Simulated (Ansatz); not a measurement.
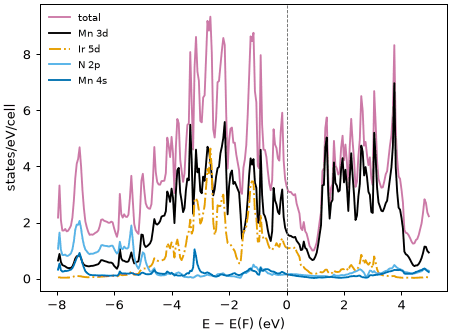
Figure. Total and projected density of states of Mn₃IrN (anti-perovskite, Pm-3m), the program Ansatz at the r²SCAN level (PAW)

**Question.** Which orbitals carry the states next to the Fermi level?

**Answer.** Within 0.5 eV of the Fermi level: Mn 3d 53 %, Ir 5d 30 %, outside the projected shells 7 %. Projections are on Löwdin-orthogonalised atomic valence shells; empty p or d shells of many metals are not among them.

**Question.** Where is the tallest occupied peak in this window, and what makes it?

**Answer.** Near -2.6 eV, about 9.3 states/eV per cell; the largest projected share is Ir 5d.

The workflow started from an entry of the Crystallography Open Database (COD). Whether it is the stable phase at ambient conditions was not checked. Symmetry was held in the r²SCAN relaxation; whether a distortion lowers the energy is not shown. Spin order of the final state: ferromagnetic, the only order run, not a proven ground state. The program gave a warning on the electronic state, which may not be the lowest. No Hubbard U is applied. Scalar-relativistic: spin–orbit coupling is off unless named, which matters more the heavier the elements.

Potentials: the later of the program's two PAW sets.
